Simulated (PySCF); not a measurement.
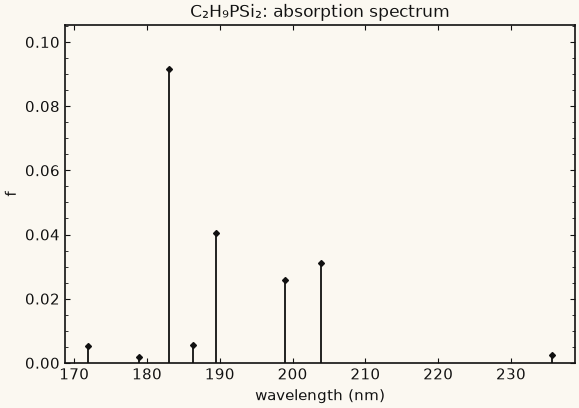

Computed absorption of C₂H₉PSi₂, SMILES C1C[SiH2]P[SiH2]1. Vertical TDDFT excitations, B3LYP/def2-SVPD with PySCF 2.14.0, at a GFN2-xTB geometry (no frequency check), gas phase. The lowest 8 singlet states are shown.

Q: Where is the lowest singlet, and is it bright?

A: S1 lies at 5.26 eV (236 nm) with f = 0.003, mainly HOMO → LUMO (98 %); it is dark or nearly so.

Q: Which of the computed transitions is the brightest, and what character does the calculation give it?

A: S6 at 6.78 eV (183 nm), f = 0.092, mixed, the largest part being HOMO−2 → LUMO (36 %).

Q: List the transitions behind the spectrum.

A:
```csv
state,E (eV),λ (nm),f,main character
S1,5.26,236,0.003,HOMO → LUMO (98 %)
S2,6.08,204,0.031,HOMO → LUMO+1 (92 %)
S3,6.23,199,0.026,HOMO → LUMO+2 (78 %)
S4,6.54,190,0.040,HOMO → LUMO+3 (74 %)
S5,6.65,186,0.006,HOMO−2 → LUMO (50 %)
S6,6.78,183,0.092,HOMO−2 → LUMO (36 %)
S7,6.93,179,0.002,HOMO → LUMO+4 (98 %)
S8,7.21,172,0.005,HOMO → LUMO+5 (89 %)
```

Caveats: states above the negative HOMO energy depend on the basis; the tight-binding geometry is rougher than a DFT one and adds to the error; one conformer of a flexible molecule; core orbitals are frozen in the response.
